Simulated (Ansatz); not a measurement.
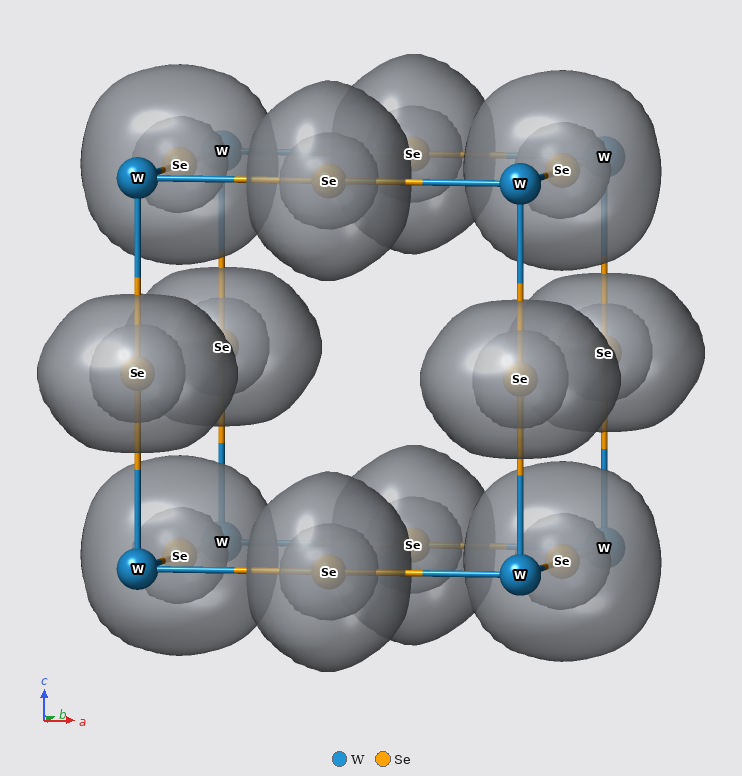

*WSe3. Isosurface of the ELF at 0.7 (grey), seen at an oblique angle. Core shells and regions of very low density are left out. Sticks mark near contacts.*

Space group Pm-3m.

Theory: DFT PBEsol, scalar-relativistic, plane waves, PAW (Ansatz 0.2.0).

```xyz
4
Lattice="4.8887 0.0000 0.0000 0.0000 4.8887 0.0000 0.0000 0.0000 4.8887" Properties=species:S:1:pos:R:3 pbc="T T T"
W     0.0000    0.0000    0.0000
Se    0.0000    0.0000    2.4443
Se    0.0000    2.4443    0.0000
Se    2.4443    0.0000    0.0000
```

**What do the ELF domains correspond to?**

The ELF exceeds this value in three regions wrapped around Se (the valence shell of each), counted in one cell of 4 atoms. Regions shared between cells count once.

Values along the shortest contacts:
W–Se (2.44 Å): the ELF is about 0.40 at the midpoint.
